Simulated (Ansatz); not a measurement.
# C3H10OSi (trimethylsilanol): CAM-B3LYP/6-31G(d) (spherical functions)

What is the vertical singlet–triplet gap of C3H10OSi (trimethylsilanol) at CAM-B3LYP/6-31G* (spherical functions)? 

The results are computed with Ansatz 0.2.0.

78 further runs of the same task are left out: 1 that didn't finish, 77 set aside as unsound or not needed.

### Step 1. The structure to begin with

C3H10OSi: 15 atoms, total charge 0, spin state singlet. SMILES: `C[Si](C)(C)O`. The coordinates come from a PBE0-D4/def2-TZVP relaxation. This is one conformer, not always the lowest.

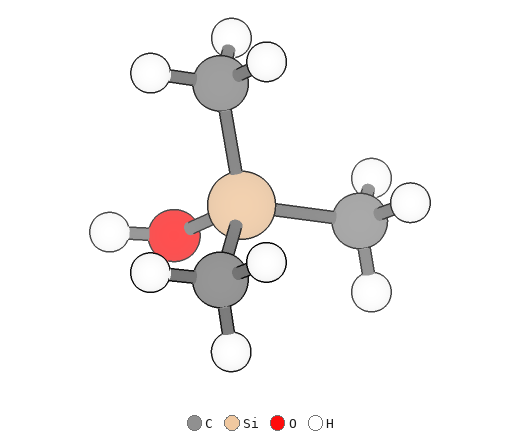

Viewed from a chosen angle; carbon grey, silicon light orange, oxygen red, hydrogen white.

### Step 2. A single-point energy at CAM-B3LYP/6-31G(d) (spherical functions)

run.yaml

```yaml
crystal:
  periodic: [false, false, false]
  atoms:
    - symbol: C
      position_ang: [-1.759880, 0.191150, 0.071540]
    - symbol: Si
      position_ang: [0.089930, 0.200980, -0.204700]
    - symbol: C
      position_ang: [0.959910, 0.370300, 1.442320]
    - symbol: C
      position_ang: [0.639300, -1.339490, -1.093220]
    - symbol: O
      position_ang: [0.516200, 1.448090, -1.213440]
    - symbol: H
      position_ang: [-2.095970, 1.106050, 0.568270]
    - symbol: H
      position_ang: [-2.057470, -0.651720, 0.702020]
    - symbol: H
      position_ang: [-2.296730, 0.107790, -0.876880]
    - symbol: H
      position_ang: [0.664600, 1.288070, 1.959260]
    - symbol: H
      position_ang: [2.044780, 0.393380, 1.311290]
    - symbol: H
      position_ang: [0.718200, -0.468650, 2.101280]
    - symbol: H
      position_ang: [0.405110, -2.234400, -0.510590]
    - symbol: H
      position_ang: [1.717690, -1.322690, -1.268870]
    - symbol: H
      position_ang: [0.142180, -1.426990, -2.062380]
    - symbol: H
      position_ang: [0.312140, 2.338130, -0.925910]
basis:
  gaussian:
    orbitals: 6-31G_st_-spherical.json
magnetization:
  spin_polarized: false
hamiltonian:
  xc: {name: CAM-B3LYP}
accuracy: high
output:
  orbitals: {seedname: orbitals}
```

The basis set 6-31G* is read from a file made from the Basis Set Exchange's data (not shown).

On the command line:

```sh
ansatz run run.yaml --threads 1 --pin off --max-ram 3480MiB --events-out events.jsonl --progress --plain --runs-dir runs
```

The log of the run:

```text
Warning: RAYON_NUM_THREADS=1 ignored (pool sized by the plan → 1); use --threads N
Functional definition: CAM-B3LYP
  name "CAM-B3LYP"
  parameter alpha = 0.19
  parameter beta = 0.46
  parameter omega = 0.33/bohr
  parameter ac = 0.81
  exchange = (1 - alpha - beta)*b88_x + beta*b88_x_sr(omega) + alpha*exact_x + beta*exact_x_lr(omega)
  correlation = (1 - ac)*vwn5_c + ac*lyp_c
2345 factors; integrals over basis functions are off by at most 3.8e-9 eV
510 factors; integrals over basis functions are off by at most 1.9e-9 eV
mean field evaluation 1: about -13188.1980 eV, gradient 6.7e1 eV
mean field evaluation 2: about -13188.9175 eV, gradient 6.6e1 eV
mean field evaluation 4: about -13197.4478 eV, gradient 1.2e0 eV
mean field evaluation 8: about -13197.7000 eV, gradient 2.6e-2 eV
mean field evaluation 16: about -13197.7000 eV, gradient 3.3e-6 eV
mean field -13197.69996853 eV, -485.0065281213 hartree, gradient 9.7e-8 eV, S^2 0.000000; 0 other end points of the search recorded, 0 dependent functions left out
reference -13197.69998847 eV, -485.0065288539 hartree; 25, 25 occupied and 69, 69 virtual orbitals, 2345 factors
Total energy: -13197.69998847 eV, -485.0065288539 hartree
```

Wall time 14 s (1 thread of Arm Neoverse V2, shared host); peak memory 0.43 GiB.

### Step 3. The triplet

job.yaml

```yaml
crystal:
  periodic: [false, false, false]
  atoms:
    - {symbol: C, position_ang: [-1.759880, 0.191150, 0.071540]}
    - {symbol: Si, position_ang: [0.089930, 0.200980, -0.204700]}
    - {symbol: C, position_ang: [0.959910, 0.370300, 1.442320]}
    - {symbol: C, position_ang: [0.639300, -1.339490, -1.093220]}
    - {symbol: O, position_ang: [0.516200, 1.448090, -1.213440]}
    - {symbol: H, position_ang: [-2.095970, 1.106050, 0.568270]}
    - {symbol: H, position_ang: [-2.057470, -0.651720, 0.702020]}
    - {symbol: H, position_ang: [-2.296730, 0.107790, -0.876880]}
    - {symbol: H, position_ang: [0.664600, 1.288070, 1.959260]}
    - {symbol: H, position_ang: [2.044780, 0.393380, 1.311290]}
    - {symbol: H, position_ang: [0.718200, -0.468650, 2.101280]}
    - {symbol: H, position_ang: [0.405110, -2.234400, -0.510590]}
    - {symbol: H, position_ang: [1.717690, -1.322690, -1.268870]}
    - {symbol: H, position_ang: [0.142180, -1.426990, -2.062380]}
    - {symbol: H, position_ang: [0.312140, 2.338130, -0.925910]}
basis:
  gaussian:
    orbitals: 6-31G_st_-spherical.json
magnetization:
  spin_polarized: true
  initial_magnetization: 2
hamiltonian:
  xc: {name: CAM-B3LYP}
accuracy: high
output: {orbitals: {seedname: orbitals}}
```

The basis set 6-31G* is read from a file made from the Basis Set Exchange's data (not shown).

On the command line:

```sh
ansatz run job.yaml --threads 1 --pin off --max-ram 3480MiB --events-out events.jsonl --progress --plain --runs-dir runs
```

The log of the run, cut to the lines that bear on the results:

```text
Warning: RAYON_NUM_THREADS=1 ignored (pool sized by the plan → 1); use --threads N
[... 2 set-up lines as earlier in the session ...]
[...]
2344 factors; integrals over basis functions are off by at most 3.8e-9 eV
510 factors; integrals over basis functions are off by at most 1.9e-9 eV
[...]
mean field -13189.86374059 eV, -484.7185520558 hartree, gradient 5.1e-8 eV, S^2 2.008039; 4 other end points of the search recorded, 0 dependent functions left out
reference -13189.86376146 eV, -484.7185528229 hartree; 26, 24 occupied and 68, 70 virtual orbitals, 2344 factors
Total energy: -13189.86376146 eV, -484.7185528229 hartree
```

It took 50 s on 1 thread of Arm Neoverse V2, shared host; peak memory 0.62 GiB.

### Step 4. What came out

Level: CAM-B3LYP/6-31G* (spherical functions).

```
                                        quantity          value
                           singlet: total energy  -485.00653 Eh
                            singlet: HOMO energy       -9.10 eV
                            singlet: LUMO energy        2.84 eV
                          singlet: HOMO–LUMO gap       11.94 eV
                           triplet: total energy  -484.71855 Eh
     triplet: HOMO energy (highest over α and β)       -1.63 eV
                                   triplet: ⟨S²⟩          2.008
vertical energy of the triplet above the singlet       7.836 eV
```

**Reading.** At this shape the triplet lies 7.84 eV (181 kcal/mol) above the singlet.
